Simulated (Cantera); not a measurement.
A closed system holds: 1 mol SiCl4, a varied amount of Cl2, 0.85 mol H2, 0.72 mol HCl, equilibrated at 698 K and 19.0 bar.

Cantera equilibrium calculation (NASA polynomials, part measured and part estimated; ideal gas, pure solids and liquids). Candidate condensed phases: Si; 19 gas species. Rates play no part.

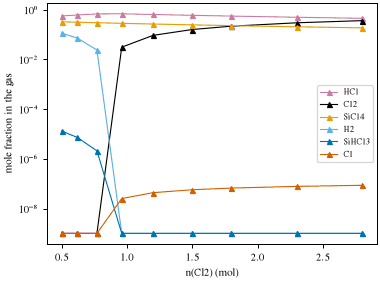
Figure: Equilibrium gas composition (values under 1e-9 drawn at 1e-9)

From 0.5 mol Cl2 to 2.8 mol Cl2 nothing is condensed. The main Si-bearing gas is SiCl4 throughout.
